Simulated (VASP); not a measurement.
Band structure of Mg3Cd (space group I4/mmm). Level of theory: PBEsol GGA, VASP's PBE PAW potentials (set 64) (plane waves; VASP).

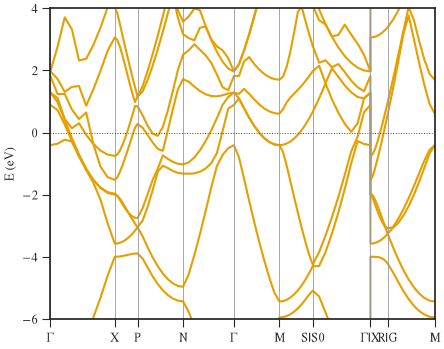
Bands along high-symmetry lines, zero at the valence-band maximum or, without a gap, the Fermi level

**Question.** Read the plot: is there a gap, and where are the band edges?

**Answer.** It has no gap at this level: it comes out as a metal or semimetal. (Edges off the drawn lines would not show.)

The structure comes from a computed database's Mg3Cd entry (I4/mmm); how it stands against other phases isn't given here. It was relaxed first.
